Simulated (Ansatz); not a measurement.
## Convergence study of the k-point mesh for LaPt3 (P4mm, 4 atoms in the cell)

```
CELL_PARAMETERS angstrom
      4.19336     0.00000     0.00000
      0.00000     4.19336     0.00000
      0.00000     0.00000     4.19336
ATOMIC_POSITIONS crystal
  La 0.00000 0.00000 0.01192
  Pt 0.00000 0.50000 0.50000
  Pt 0.50000 0.00000 0.50000
  Pt 0.50000 0.50000 0.00000
```

Method: LDA (PW92), default PAW files made with PBE (plane waves; Ansatz, a quantum-chemistry and plane-wave program).

Base settings: basis.ecutwfc = 30.9 Ry; kpoints.mp_grid.grid = 8 8 8; hamiltonian.xc = lda; hamiltonian.pseudopotentials = {kind: paw} (the program's default PAW files); scf.occupations.method = gaussian; scf.occupations.width = 0.0073 Ry.

Only quantities that move along the ladder and can be compared are tabulated.

The count of work is k-points × plane waves × bands × iterations; it is no time. 

The starting cell comes from a database of computed structures (which also holds hypothetical and non-ambient phases and stackings), without a prior relaxation at this level. Its lattice was rescaled by up to half a per cent. One atom was moved a little off its site on purpose. Spin polarisation is off. In the base run, with a pressure of about -6 GPa the cell is away from its equilibrium volume at this level. Ansatz's pressure includes its estimate of the finite-basis (Pulay) stress.

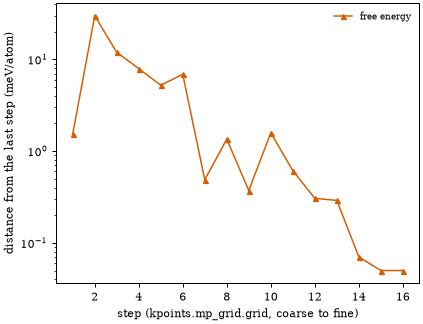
*Distance from the last step along the ladder; very small values are drawn at a floor.*

```tsv
kpoints.mp_grid.grid	free energy less the last step's (meV/atom)	pressure (GPa)	largest difference of a force vector from the last step's (eV/Å)	count of work / last
2 2 2	1.53	-5.99	0.022	0.0041
3 3 3	-29.81	-6.68	0.023	0.0035
4 4 4	11.92	-6.28	0.011	0.010
5 5 5	-7.92	-6.41	0.004	0.010
6 6 6	-5.23	-6.76	0.014	0.027
7 7 7	6.86	-6.46	0.004	0.023
8 8 8	0.49	-6.39	0.002	0.044
9 9 9	-1.35	-6.48	0.003	0.044
10 10 10	0.37	-6.51	0.003	0.073
11 11 11	1.58	-6.41	0.001	0.073
14 14 14	0.61	-6.49	0.001	0.17
15 15 15	0.31	-6.47	0.000	0.17
17 17 17	-0.29	-6.50	0.000	0.24
19 19 19	0.07	-6.47	0.001	0.32
21 21 21	-0.03	-6.49	0.000	0.42
23 23 23	-0.04	-6.48	0.000	0.55
26 26 26	0.00	-6.48	0.000	1.0
```

Coarsest kpoints.mp_grid.grid that holds the free energy within 2 meV/atom of the last step, with all finer ones: 8 8 8, at 0.044 of the last step's count of work; the step before is off by 6.9 meV/atom.

Coarsest kpoints.mp_grid.grid that holds the forces within 0.02 eV/Å of the last step, with all finer ones: 4 4 4, at 0.010 of the last step's count of work; the step before is off by 0.023 eV/Å.

Coarsest kpoints.mp_grid.grid that holds the pressure within 0.1 GPa of the last step, with all finer ones: 7 7 7, at 0.023 of the last step's count of work; the step before is off by 0.28 GPa.

Keys are those of Ansatz 0.2.
